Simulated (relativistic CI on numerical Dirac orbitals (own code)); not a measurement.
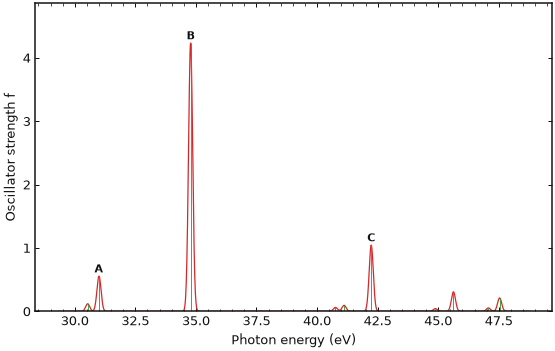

The plot shows absorption lines from the lowest level (oscillator strengths f) for Ca²⁺ (calcium, Z = 20). Computed by relativistic CI on Dirac orbitals, KLI exchange-only orbitals, Breit term, model QED, valence Slater integrals scaled by 0.85, a P86 correlation estimate for each configuration. The envelope is a Gaussian of full width 0.2 eV, scaled to the tallest stick.

### Give upper and lower level, position and strength of each lettered line.

A: 3p⁵ 4s ¹P°₁ ← 3p⁶ ¹S₀, 31.00 eV, f = 0.56; B: 3p⁵ 3d ¹P°₁ ← 3p⁶ ¹S₀, 34.78 eV, f = 4.2; C: 3p⁵ 4d ¹P°₁ ← 3p⁶ ¹S₀, 42.23 eV, f = 1.0. The strongest, B, lies in the extreme ultraviolet region.

Known limits: near-neutral ion: configurations can be misplaced by up to about 10000 cm⁻¹, over 20000 where the f count changes; rates and lifetimes follow the computed energies and can be off by orders of magnitude; the fine structure of a weakly bound d or f electron outside closed shells is too small or inverted; only a limited list of configurations is included, so lower levels can be missing; only lines among the lowest 127 of 1074 levels are drawn.
